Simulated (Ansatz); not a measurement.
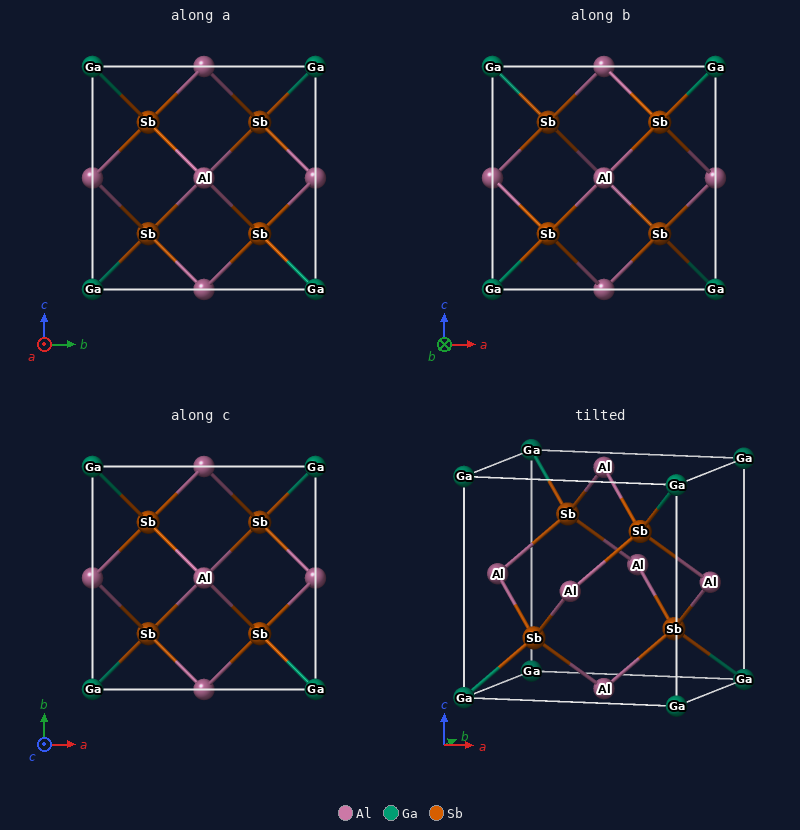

A ball-and-stick rendering, viewed along the a axis, along the b axis, along the c axis and slightly off an axis. The lines enclose the conventional unit cell; boundary atoms appear with their images.

Lattice parameters: a = 6.2248 Å, b = 6.2248 Å, c = 6.2248 Å, α = 90.000°, β = 90.000°, γ = 90.000°.

### Write down what is shown as a CIF with its space group and independent sites.

```cif
data_structure
_symmetry_space_group_name_H-M 'P -4 3 m'
_symmetry_Int_Tables_number 215
_cell_length_a 6.2248
_cell_length_b 6.2248
_cell_length_c 6.2248
_cell_angle_alpha 90.000
_cell_angle_beta 90.000
_cell_angle_gamma 90.000
_cell_volume 241.20
loop_
_atom_site_label
_atom_site_type_symbol
_atom_site_symmetry_multiplicity
_atom_site_Wyckoff_symbol
_atom_site_fract_x
_atom_site_fract_y
_atom_site_fract_z
_atom_site_occupancy
Al1 Al 3 c 0.0000 0.5000 0.5000 1
Ga1 Ga 1 a 0.0000 0.0000 0.0000 1
Sb1 Sb 4 e 0.7499 0.2501 0.7499 1
```

Starting structure: a structure type filled with these elements by a generator (whether the compound takes this form wasn't checked). It is drawn as it came out of a relaxation with DFT PBE, scalar-relativistic, plane waves, PAW (Ansatz 0.2.0).
